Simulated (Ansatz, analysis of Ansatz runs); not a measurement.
# Moving an added electron between Cr sites in NaCrF4 (P2_1/c), part 2 of 3

Aim: the energy barrier that a trapped electron meets when it moves from one Cr atom to another one nearby in NaCrF4 (P2_1/c). The model is a cell of 48 host atoms.

Ansatz 0.2.0; plane-wave PAW DFT, PBEsol+U; relaxation of all atoms of a supercell at fixed charge in a uniform background; PAW set soft_1.

So far. Step 2 (The cell without the carrier): The largest displacement from an ideal site is 0.014 Å.

**3. The electron on the first site**

The nearest neighbour or neighbours of the site start displaced and the site's starting moment is changed by the carrier's spin, since a carrier doesn't trap itself in the undistorted lattice.

File A.relax/input.yaml:

```yaml
crystal:
  lattice:
    - [-1.38301306, 5.32433628, 7.27320728]
    - [6.45199145, 0.0, 7.25991525]
    - [7.83500451, 5.32433628, -0.01329203]
  atoms:
    - { symbol: Na, position: [0.012247, 0.874107, 0.765425] }
    - { symbol: Na, position: [0.513016, 0.373801, 0.265082] }
    - { symbol: Na, position: [0.265241, 0.348153, 0.012821] }
    - { symbol: Na, position: [0.765251, 0.848789, 0.512294] }
    - { symbol: Na, position: [0.486302, 0.627751, 0.733079] }
    - { symbol: Na, position: [0.986813, 0.126979, 0.232459] }
    - { symbol: Na, position: [0.233275, 0.153519, 0.485669] }
    - { symbol: Na, position: [0.733017, 0.653374, 0.986362] }
    - { symbol: Cr, position: [0.063059, 0.638475, 0.193374], spin: 3.0 }
    - { symbol: Cr, position: [0.562939, 0.138413, 0.693262], spin: 3.0 }
    - { symbol: Cr, position: [0.193598, 0.605331, 0.562634], spin: 3.0 }
    - { symbol: Cr, position: [0.693663, 0.10522, 0.062249], spin: 3.0 }
    - { symbol: Cr, position: [0.436091, 0.862786, 0.304473], spin: -3.0 }
    - { symbol: Cr, position: [0.935814, 0.363043, 0.804445], spin: -3.0 }
    - { symbol: Cr, position: [0.305013, 0.896534, 0.935282], spin: -3.0 }
    - { symbol: Cr, position: [0.805226, 0.396158, 0.435359], spin: -4.0 }
    - { symbol: F, position: [0.474634, 0.649506, 0.04578] }
    - { symbol: F, position: [0.985926, 0.133352, 0.553159] }
    - { symbol: F, position: [0.04706, 0.328942, 0.974197] }
    - { symbol: F, position: [0.547222, 0.829012, 0.474104] }
    - { symbol: F, position: [0.023857, 0.852354, 0.452305] }
    - { symbol: F, position: [0.523884, 0.35217, 0.951913] }
    - { symbol: F, position: [0.452856, 0.171122, 0.523623] }
    - { symbol: F, position: [0.952892, 0.671209, 0.023756] }
    - { symbol: F, position: [0.303721, 0.883848, 0.74412] }
    - { symbol: F, position: [0.803873, 0.382258, 0.232168] }
    - { symbol: F, position: [0.245461, 0.068647, 0.302605] }
    - { symbol: F, position: [0.744992, 0.568401, 0.803292] }
    - { symbol: F, position: [0.195602, 0.617972, 0.753689] }
    - { symbol: F, position: [0.69545, 0.117916, 0.253333] }
    - { symbol: F, position: [0.25419, 0.43259, 0.195756] }
    - { symbol: F, position: [0.753989, 0.932391, 0.695706] }
    - { symbol: F, position: [0.127648, 0.822631, 0.009123] }
    - { symbol: F, position: [0.616999, 0.317622, 0.513587] }
    - { symbol: F, position: [0.009601, 0.54051, 0.627064] }
    - { symbol: F, position: [0.510109, 0.039866, 0.126855] }
    - { symbol: F, position: [0.371074, 0.679098, 0.488602] }
    - { symbol: F, position: [0.871194, 0.178859, 0.988331] }
    - { symbol: F, position: [0.488849, 0.961485, 0.870907] }
    - { symbol: F, position: [1.000315, 0.465257, 0.367111] }
    - { symbol: F, position: [0.202129, 0.594163, 0.361708] }
    - { symbol: F, position: [0.702392, 0.093887, 0.861422] }
    - { symbol: F, position: [0.362183, 0.342261, 0.701471] }
    - { symbol: F, position: [0.862104, 0.842221, 0.201444] }
    - { symbol: F, position: [0.296234, 0.907908, 0.136125] }
    - { symbol: F, position: [0.795676, 0.408555, 0.64842] }
    - { symbol: F, position: [0.13645, 0.15959, 0.795574] }
    - { symbol: F, position: [0.626158, 0.675033, 0.287175] }
total_charge: -1
basis:
  ecutwfc: 420
  xc_grid: 2
hamiltonian:
  xc: pbesol
  hubbard:
    sites: [{ species: Cr, l: d, u_eff: 4.5 }]
    projectors: ortho-atomic
  pseudopotentials: { kind: paw, azcp: { folder: soft_1 }, xc_functional: pbe }
kpoints:
  mp_grid: { grid: [1, 1, 1] }
magnetization:
  spin_polarized: true
  initial_magnetization: -1
  spin_locking: { lock_magnetization: hard }
scf:
  occupations: { method: fermi_dirac, width: 0.01 }
  max_iter: 120
  lower_state_search: "off"
output:
  forces: true
relax:
  f_tol: 0.015
  max_steps: 70
  escape_saddle: false
checkpoint:
  write: "../A.relax.run"
  compress: false
  write_wavefunctions: true
  write_every: 100000
```

Command:

```bash
$ ansatz run input.yaml --threads 4 --pin off --max-ram 9420MiB --backend cpu --events-out ev --progress --plain --runs-dir out
```

Numbers of over 12 decimals in the logs are rounded to 6 here.

The program printed:

```text
[...]
Crystal: 48 atoms, lattice volume = 606.625 Å³
Basis set: ecut = 420 eV, 11847 PW (Γ), exchange–correlation on 128×144×128 points (8 copies of the dense FFT grid, shifted against one another)
Bands: 253, of which v1, the nominal top of the filled ones, is band 205 counted from 1 (204 counted from 0)
Symmetry: 1 space group operations
[...]
k-points: 1
[...]
Starting moments: Σ|m| = 25 μB on 8 of 48 sites
[...]
SCF iter   1: F=—  HF=-64254.747396 eV  |F-HF|=—  |Δ(HF+E_count)|=         —  Δρ=1.00e-1 (↑9.95e-2 ↓1.00e-1)  dr2=1.98e2  dr2_m=3.70e0  M=-1.000 μB ∫|m|=31.283 μB  β_m=0.30  ethr=3.10e-3  ⟨swp⟩=6.0  Hψ=1657  notcnv=0  defer=47
[...]
SCF iter  15: F=-64230.236698 eV  HF=-64230.236701 eV  |F-HF|=2.69e-6  |Δ(HF+E_count)|=   1.31e-5  Δρ=2.50e-5 (↑1.66e-5 ↓2.50e-5)  dr2=5.30e-6  dr2_m=6.26e-7  M=-1.000 μB ∫|m|=25.976 μB  ethr=1.38e-9  ⟨swp⟩=3.5  Hψ=1330  notcnv=0
SCF 1 converged in 15 iterations: F = -64230.236698 eV  dr2 = 5.30e-6
[...]
relax step   1: F+E_penalty+E_count = -64230.23669826 eV  Δ(F+E_penalty+E_count) = +0.000e0 eV  max|allowed force component| = 7.159e-1 eV/Å  Δτ_max = 0.0000 Å  (15 SCF iters, dr2 threshold 5.63e-6 eV, accepted)
[...]
relax step   2: F+E_penalty+E_count = -64230.40436303 eV  Δ(F+E_penalty+E_count) = -1.677e-1 eV  max|allowed force component| = 4.064e-1 eV/Å  Δτ_max = 0.0488 Å  (6 SCF iters, dr2 threshold 3.20e-5 eV, accepted)
relax step   3: F+E_penalty+E_count = -64230.55000665 eV  Δ(F+E_penalty+E_count) = -1.456e-1 eV  max|allowed force component| = 1.196e-1 eV/Å  Δτ_max = 0.1401 Å  (9 SCF iters, dr2 threshold 1.03e-5 eV, accepted)
relax step   4: F+E_penalty+E_count = -64230.56220948 eV  Δ(F+E_penalty+E_count) = -1.220e-2 eV  max|allowed force component| = 3.761e-2 eV/Å  Δτ_max = 0.0292 Å  (7 SCF iters, dr2 threshold 1.24e-6 eV, accepted)
relax step   5: F+E_penalty+E_count = -64230.56486977 eV  Δ(F+E_penalty+E_count) = -2.660e-3 eV  max|allowed force component| = 1.820e-2 eV/Å  Δτ_max = 0.0154 Å  (9 SCF iters, accepted)
SCF iter   1: F=—  HF=-64230.565710 eV  |F-HF|=—  |Δ(HF+E_count)|=         —  Δρ=6.54e-4 (↑6.48e-4 ↓6.54e-4)  dr2=3.60e-3  dr2_m=3.11e-4  M=-1.000 μB ∫|m|=26.117 μB  β_m=0.30  ethr=8.43e-6  ⟨swp⟩=5.0  Hψ=1068  notcnv=0  defer=83
[...]
SCF iter   8: F=-64230.565636 eV  HF=-64230.565636 eV  |F-HF|=2.67e-8  |Δ(HF+E_count)|=   2.68e-7  Δρ=2.69e-6 (↑1.96e-6 ↓2.69e-6)  dr2=7.17e-8  dr2_m=5.58e-9  M=-1.000 μB ∫|m|=26.117 μB  ethr=2.44e-11  ⟨swp⟩=3.0  Hψ=1331  notcnv=0
SCF 6 converged in 8 iterations: F = -64230.565636 eV  dr2 = 7.17e-8
relax step   6: F+E_penalty+E_count = -64230.56563623 eV  Δ(F+E_penalty+E_count) = -7.665e-4 eV  max|allowed force component| = 1.383e-2 eV/Å  Δτ_max = 0.0112 Å  (8 SCF iters, accepted)
NSCF: frozen V_eff on 1 k-points
[...]
SCF converged after 8 iterations
Stability checked in part: among states of this total moment the steps that led to this state did not find it unstable. No probe was made; neither looks for a lower state of another moment (fixed_total_moment; see scf.lower_state_search)
Magnetization: -1.0000 μB (204.0000 up, 205.0000 down)
Absolute magnetization: 26.1797 μB (∫|ρ↑−ρ↓|, with the PAW one-centre terms)
[...]
Per-site moments (μB) at R_I (Å): [(0.000244993, 0.894928), (0.000473108, 0.911962), (0.000342409, 0.906219), [... 45 left out ...]
Free energy (F): -64230.565636 eV
[...]
Internal energy: -64230.565636 eV  (E = F + TS)
E sigma→0 (E₀):  -64230.565636 eV
Fermi energy:    5.694903 (↑ 4.391552, ↓ 5.719990) eV
[...]
--- Forces (eV/Å), atoms counted from 1 ---
  atom   1  Na     0.00263325    -0.00047099    -0.00255807
  atom   2  Na     0.00164375     0.00289594    -0.00314511
  [... 10 atoms left out ...]
  atom  13  Cr    -0.00630225     0.00279679     0.00565621
  [... 2 atoms left out ...]
  atom  16  Cr    -0.00585189    -0.00186180    -0.00248749
  [... 3 atoms left out ...]
  atom  20  F      0.00401415     0.00185386    -0.00149345
  [... 5 atoms left out ...]
  atom  26  F      0.00081837    -0.00002447     0.00419042
  [... 7 atoms left out ...]
  atom  34  F     -0.00019201     0.00327140     0.00419037
  [... 1 atom left out ...]
  atom  36  F     -0.00077894    -0.00108875     0.00059056
  atom  37  F     -0.00006559    -0.00242254    -0.00170440
  [... 2 atoms left out ...]
  atom  40  F      0.00138698    -0.00445966    -0.00580525
  [... 5 atoms left out ...]
  atom  46  F     -0.00729066    -0.00082320    -0.00071592
  [... 1 atom left out ...]
  atom  48  F     -0.00154666     0.00283103    -0.00278421
  max |Σ_I F_I| component: 1.44e-4 eV/Å
--- Band table (eV) ---
[...]
Occupation matrices written to <dir>
--- Relaxed structure (6 steps of the walk, 6 accepted, 0 SCFs on fresh bases) ---
  F+E_penalty+E_count = -64230.56563623 eV   max|allowed force component| = 1.383e-2 eV/Å
  atoms:
    - { symbol: Na, position: [0.003278, 0.878952, 0.764069] }
    - { symbol: Na, position: [0.523351, 0.368515, 0.271730] }
    [... 10 atoms left out ...]
    - { symbol: Cr, position: [0.435848, 0.865220, 0.300216] }
    [... 2 atoms left out ...]
    - { symbol: Cr, position: [0.803906, 0.398707, 0.428104] }
    [... 3 atoms left out ...]
    - { symbol: F, position: [0.553715, 0.825696, 0.469431] }
    [... 5 atoms left out ...]
    - { symbol: F, position: [0.786446, 0.380819, 0.232672] }
    [... 7 atoms left out ...]
    - { symbol: F, position: [0.598083, 0.323360, 0.514013] }
    [... 1 atom left out ...]
    - { symbol: F, position: [0.508203, 0.044081, 0.121882] }
    - { symbol: F, position: [0.371328, 0.681912, 0.489523] }
    [... 2 atoms left out ...]
    - { symbol: F, position: [1.024079, 0.456040, 0.377975] }
    [... 5 atoms left out ...]
    - { symbol: F, position: [0.799839, 0.407944, 0.642557] }
    [... 1 atom left out ...]
    - { symbol: F, position: [0.628754, 0.671971, 0.279792] }
```

The job ended after 93 s (4 threads of Arm Neoverse N1, shared host; peak memory 1.2 GiB; 6 min of CPU time).

Step by step:

```
step  energy less that of the first step (eV)  largest force component (eV/Å)
   1                                   0.0000                          0.7159
   2                                  -0.1677                          0.4064
   3                                  -0.3133                          0.1196
   4                                  -0.3255                          0.0376
   5                                  -0.3282                          0.0182
   6                                  -0.3289                          0.0138
```

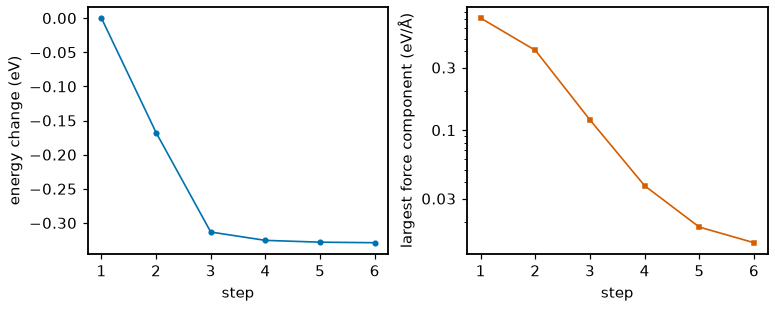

Energy and largest force along the relaxation.

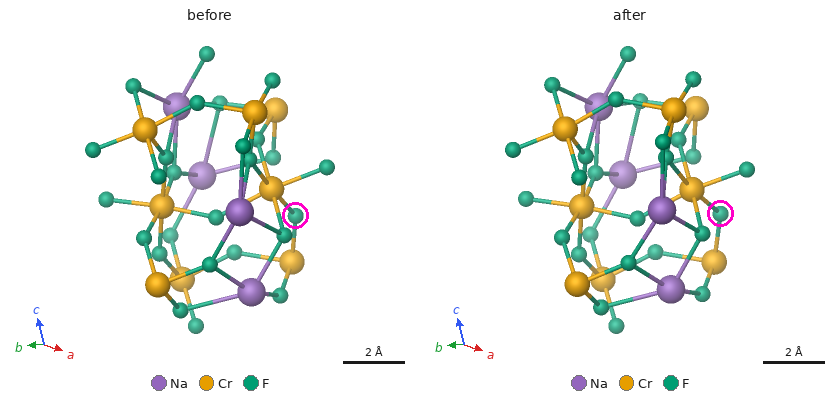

Before and after: the atoms that start within 5 Å of the centre. F40, which moves most, is ringed if it is among them.

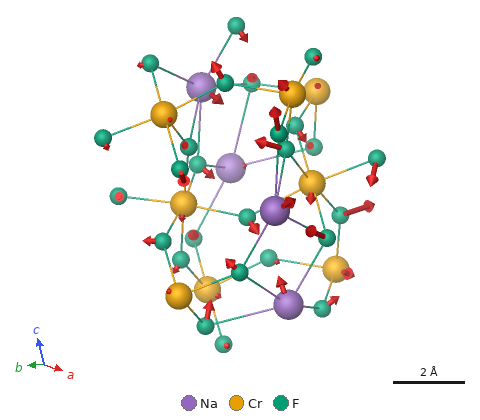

Displacements in the relaxation near the centre, exaggerated; the longest in the cell stands for 0.21 Å.

The atoms that moved most (Å):

| atom | dx | dy | dz | length |
| --- | --- | --- | --- | --- |
| F40 | -0.007 | 0.184 | 0.106 | 0.213 |
| F31 | -0.060 | -0.001 | 0.183 | 0.192 |
| F26 | 0.019 | -0.090 | -0.137 | 0.165 |
| F23 | 0.021 | 0.003 | -0.160 | 0.162 |
| F34 | 0.067 | -0.098 | -0.096 | 0.153 |
| F18 | -0.079 | -0.113 | -0.010 | 0.139 |
| F41 | -0.003 | 0.020 | 0.128 | 0.130 |
| Na7 | 0.060 | -0.022 | -0.092 | 0.112 |

The moves above count from the input, in which the site's nearest neighbours were already displaced; the distances below compare with the cell without the carrier.

Distances from Cr16 without and with the electron:

| atom | without (Å) | with (Å) |
| --- | --- | --- |
| F18 | 1.86 | 1.96 |
| F26 | 1.88 | 2.00 |
| F34 | 1.94 | 2.19 |
| F40 | 1.95 | 2.24 |
| F46 | 1.95 | 2.07 |
| F48 | 1.96 | 2.05 |

The largest changes of the moments are -0.69 μB on Cr16, -0.02 μB on Cr10 and -0.02 μB on Cr14. The largest part sits on the chosen site.

**4. The electron on the second site**

The same start is made on the second site, to get the end of the hop.

File B.relax/input.yaml:

```yaml
crystal:
  lattice:
    - [-1.38301306, 5.32433628, 7.27320728]
    - [6.45199145, 0.0, 7.25991525]
    - [7.83500451, 5.32433628, -0.01329203]
  atoms:
    - { symbol: Na, position: [0.012247, 0.874107, 0.765425] }
    - { symbol: Na, position: [0.513016, 0.373801, 0.265082] }
[... 10 atom lines left out ...]
    - { symbol: Cr, position: [0.436091, 0.862786, 0.304473], spin: -4.0 }
[... 2 atom lines left out ...]
    - { symbol: Cr, position: [0.805226, 0.396158, 0.435359], spin: -3.0 }
[... 3 atom lines left out ...]
    - { symbol: F, position: [0.554224, 0.827114, 0.484944] }
[... 16 atom lines left out ...]
    - { symbol: F, position: [0.367364, 0.667546, 0.500012] }
[... 8 atom lines left out ...]
    - { symbol: F, position: [0.79626, 0.407948, 0.636005] }
[... 1 atom line left out ...]
    - { symbol: F, position: [0.648749, 0.646492, 0.29501] }
total_charge: -1
basis:
  ecutwfc: 420
  xc_grid: 2
hamiltonian:
  xc: pbesol
  hubbard:
    sites: [{ species: Cr, l: d, u_eff: 4.5 }]
    projectors: ortho-atomic
  pseudopotentials: { kind: paw, azcp: { folder: soft_1 }, xc_functional: pbe }
kpoints:
  mp_grid: { grid: [1, 1, 1] }
magnetization:
  spin_polarized: true
  initial_magnetization: -1
  spin_locking: { lock_magnetization: hard }
scf:
  occupations: { method: fermi_dirac, width: 0.01 }
  max_iter: 120
  lower_state_search: "off"
output:
  forces: true
relax:
  f_tol: 0.015
  max_steps: 70
  escape_saddle: false
checkpoint:
  write: "../B.relax.run"
  compress: false
  write_wavefunctions: true
  write_every: 100000
```

The program printed:

```text
[...]
Crystal: 48 atoms, lattice volume = 606.625 Å³
Basis set: ecut = 420 eV, 11847 PW (Γ), exchange–correlation on 128×144×128 points (8 copies of the dense FFT grid, shifted against one another)
Bands: 253, of which v1, the nominal top of the filled ones, is band 205 counted from 1 (204 counted from 0)
Symmetry: 1 space group operations
[...]
k-points: 1
[...]
Starting moments: Σ|m| = 25 μB on 8 of 48 sites
[...]
SCF iter   1: F=—  HF=-64254.744320 eV  |F-HF|=—  |Δ(HF+E_count)|=         —  Δρ=1.00e-1 (↑9.95e-2 ↓1.00e-1)  dr2=1.99e2  dr2_m=3.73e0  M=-1.000 μB ∫|m|=31.314 μB  β_m=0.30  ethr=3.10e-3  ⟨swp⟩=6.0  Hψ=1617  notcnv=0  defer=47
[...]
F+E_penalty+E_count = -64230.56564199 eV   max|allowed force component| = 1.374e-2 eV/Å
  atoms:
    - { symbol: Na, position: [0.011462, 0.869289, 0.766719] }
    - { symbol: Na, position: [0.513595, 0.373010, 0.266896] }
    [... 10 atoms left out ...]
    - { symbol: Cr, position: [0.428677, 0.869091, 0.303337] }
    [... 2 atoms left out ...]
    - { symbol: Cr, position: [0.806627, 0.393192, 0.436584] }
    [... 3 atoms left out ...]
    - { symbol: F, position: [0.538625, 0.843855, 0.479200] }
    [... 5 atoms left out ...]
    - { symbol: F, position: [0.808264, 0.374563, 0.247561] }
    [... 7 atoms left out ...]
    - { symbol: F, position: [0.628397, 0.318831, 0.509383] }
    [... 1 atom left out ...]
    - { symbol: F, position: [0.514540, 0.064377, 0.097468] }
    - { symbol: F, position: [0.378469, 0.641784, 0.523556] }
    [... 2 atoms left out ...]
    - { symbol: F, position: [0.991993, 0.457632, 0.372297] }
    [... 5 atoms left out ...]
    - { symbol: F, position: [0.794167, 0.408356, 0.636402] }
    [... 1 atom left out ...]
    - { symbol: F, position: [0.643091, 0.649454, 0.299267] }
[key lines of the parts left out:]
SCF converged after 8 iterations
Magnetization: -1.0000 μB (204.0000 up, 205.0000 down)
Free energy (F): -64230.565642 eV
Fermi energy:    5.694789 (↑ 4.391446, ↓ 5.719924) eV
```

It took 93 s on 4 threads; peak memory 1.2 GiB; 6 min of CPU time.

Distances from Cr13 without and with the electron:

| atom | without (Å) | with (Å) |
| --- | --- | --- |
| F20 | 1.86 | 1.96 |
| F27 | 1.88 | 2.00 |
| F36 | 1.94 | 2.19 |
| F37 | 1.95 | 2.24 |
| F48 | 1.95 | 2.07 |
| F45 | 1.97 | 2.05 |

The largest changes of the moments are -0.69 μB on Cr13, -0.02 μB on Cr12 and -0.02 μB on Cr16. The largest part sits on the chosen site.

(Continued in part 3 of 3.)

[Logs are printed without paths, hosts, clocks, repeated set-up lines and the standing remarks that a program may print on its own settings, such as how far it seeks lower states.]

[Hosts, paths, dates, database ids (printed as entryN), source tags and the programs' standing remarks are cut or masked in the printed files.]
